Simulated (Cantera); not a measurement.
Charge: 1 mol HMDSO, 7.1 mol N₂O, 6.6 mol N₂, 5.3 mol CO₂, at 10.0 mbar.

Cantera equilibrium calculation (NASA polynomials, part measured and part estimated; ideal gas, pure solids and liquids). Candidate condensed phases: C, C₆H₆, C₇H₈, C₈H₁₈, H₂O, Si, SiC, SiO₂, Si₂N₂O, Si₃N₄; 151 gas species. The feed counts by its element totals alone. The tables hold silica as quartz up to 1696 K and as liquid above; real silica turns to tridymite and cristobalite and melts near 1996 K. Equilibrium is a limit: real reactors are often held back by kinetics, nucleation or transport.

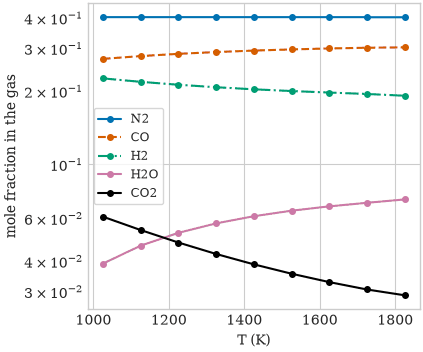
Fig. 1. Equilibrium gas composition (values under 1e-9 drawn at 1e-9)

**Question.** Read off the mole fractions at 1725 K.

**Answer.** N₂ about 0.40, CO about 0.30, H₂ about 0.19, H₂O about 0.069, CO₂ about 0.031.
